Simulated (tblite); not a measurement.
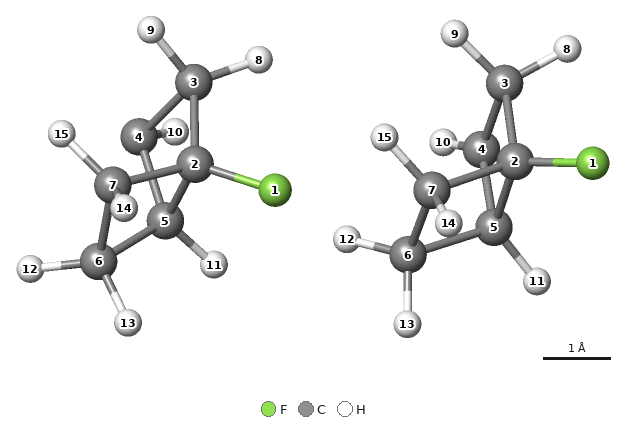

Two geometries of C6H8F (multiplicity 2), drawn at one scale. One is the start of a relaxation, the other its converged end. Style: ball-and-stick. Shown from a free direction.

Level of theory: GFN2-xTB geometry optimisation, gas phase (tblite 0.8.0). 

Q: Which one is relaxed?

A: The right one is the relaxed one. Over 63 geometry steps the energy falls by 104.6 kJ/mol. The largest move after the best rigid fit is that of H10, 0.69 Å. By element the largest moves are H 0.69 Å, C 0.49 Å, F 0.49 Å. Among the contacts that change: C5–C6 1.502 → 1.559 Å, C4–H10 1.127 → 1.072 Å, C3–C4 1.529 → 1.489 Å, C2–C7 1.494 → 1.531 Å. Among the angles between lasting bonds that change: C3–C4–H10 105.9° → 130.5°, C5–C4–H10 110.1° → 130.4°, F1–C2–C5 112.7° → 123.5°. Cost: 0.3 s on 1 thread of Arm Neoverse V1, with other jobs on the host.
